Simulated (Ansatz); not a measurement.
Effect of Si → Ti on Si

Consider Si in the diamond structure (space group Fd-3m, No. 227; a = 5.444 Å).

One thing is altered: full substitution Si → Ti, then cell and atoms are relaxed.

Method: Ansatz (a program for electronic structure), r2SCAN, PAW, cutoff 500 eV, scalar-relativistic without spin-orbit coupling, earlier PAW set. Settings: 15×15×15 k-points, 0.05 eV Fermi–Dirac smearing, for the changed cell.

| quantity | base | changed | shift |
|---|---|---|---|
| volume per atom | 20.17 Å³ | 21.32 Å³ | +1.15 Å³ |
| density | 2.31 g/cm³ | 3.73 g/cm³ | +1.42 g/cm³ |
| space group | Fd-3m (No. 227) | Fd-3m (No. 227) | – |
| band gap | 0.78 eV | zero | – |

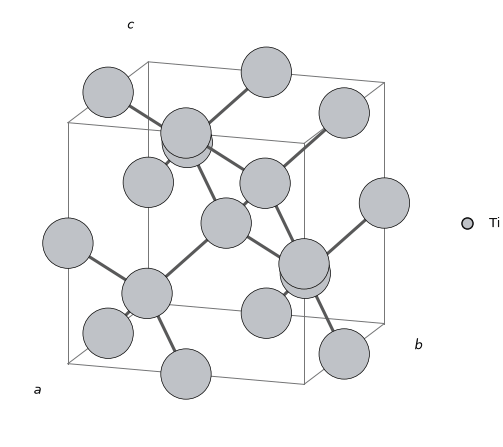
Fig. 1. The relaxed conventional cell after the change

Stability against distortions was not tested. As relaxed here, Ti is a hypothetical phase, not in the database extracts checked. The final runs are not spin-polarised. Ti has a high density of states at the Fermi level and may be magnetic at this level.
